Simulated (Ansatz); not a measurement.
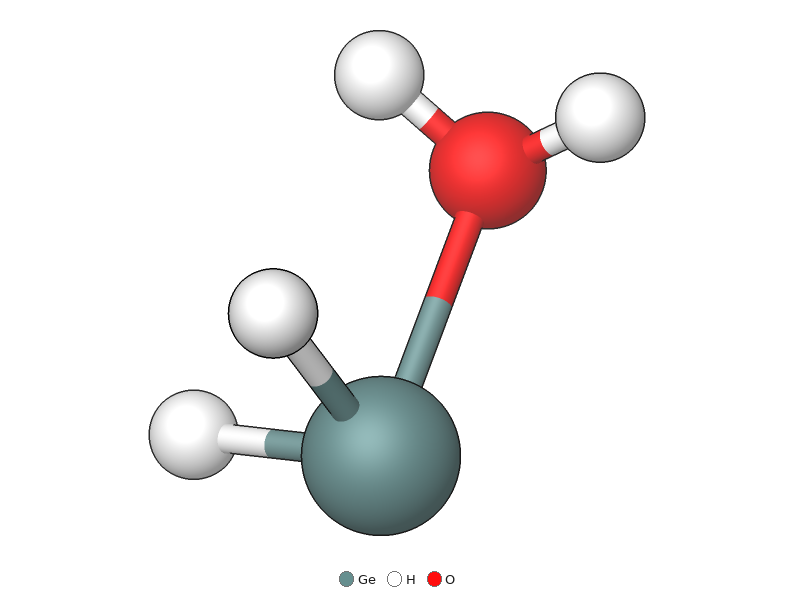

The picture shows a molecular structure as a ball-and-stick model.

The computed structure is the end point of a PBE0-D4/def2-TZVP optimisation.

> Which formula does it have?

GeH₄O, 6 atoms: 1 germanium, 4 hydrogen and 1 oxygen.

> What is the point group of this geometry?

C1.

The parts below concern this one geometry. Atoms keep their numbers from picture to picture.

**Dipole moment**

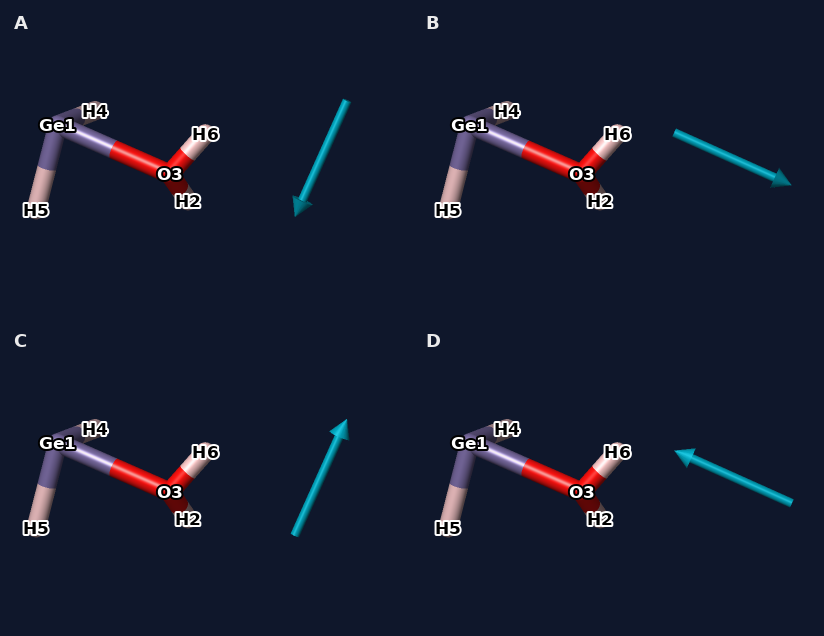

The same molecule four times, each with an arrow. Properties computed with RKS PBE0-D4/def2-SVP (Ansatz 0.2.0).

> Which arrow points along the dipole moment, from the negative to the positive end?

C. The dipole moment is 1.36 D; it points from the side of H5 to the side of H6 (the outermost atoms at the two ends).

**Thermal motion**

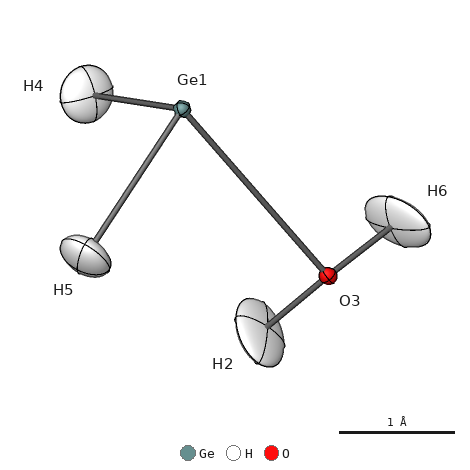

Displacement ellipsoids at the 50 % level, from the internal vibrations of the free molecule (harmonic, no overall translation or rotation; no half-axis is drawn under 0.075 Å). Vibrations computed with RKS PBE0-D4/def2-TZVP (Ansatz 0.2.0). Temperature: 0 K (zero-point motion alone).

> Which atom has the largest mean-square displacement?

H2, with U_eq = 0.0321 Å².

> Does H6 move more along its bond or across it?

Across it: the root-mean-square amplitude is 0.068 Å along the bond and up to 0.251 Å across, since bending and torsion are softer than stretching.

Give the displacement parameters, one line for each set of equivalent atoms.

```tsv
atom	U_eq (Å²)	rms amplitudes (Å)
Ge1	0.00007	0.003, 0.003, 0.013
H2	0.0321	0.065, 0.179, 0.244
O3	0.0012	0.014, 0.019, 0.055
H4	0.0213	0.094, 0.162, 0.169
H5	0.0221	0.093, 0.155, 0.183
H6	0.0320	0.066, 0.169, 0.251
```

**Charges**

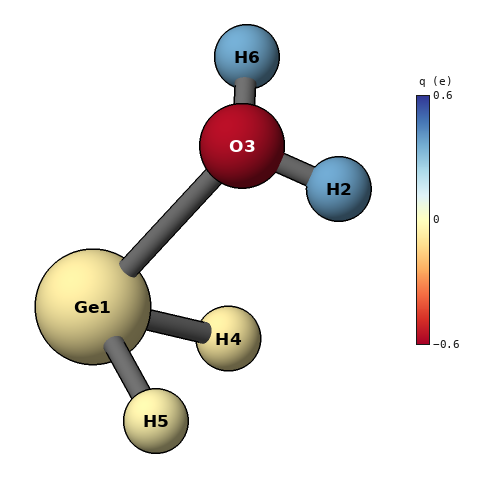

Atoms are coloured by their Mulliken charges. Properties computed with RKS PBE0-D4/def2-TZVP (Ansatz 0.2.0).

List the Mulliken charges.

```csv
atom,value (e)
Ge1,−0.07
H2,0.37
O3,−0.56
H4,−0.07
H5,−0.04
H6,0.36
```

Mulliken values depend strongly on the basis set and can even reverse the polarity of a bond.
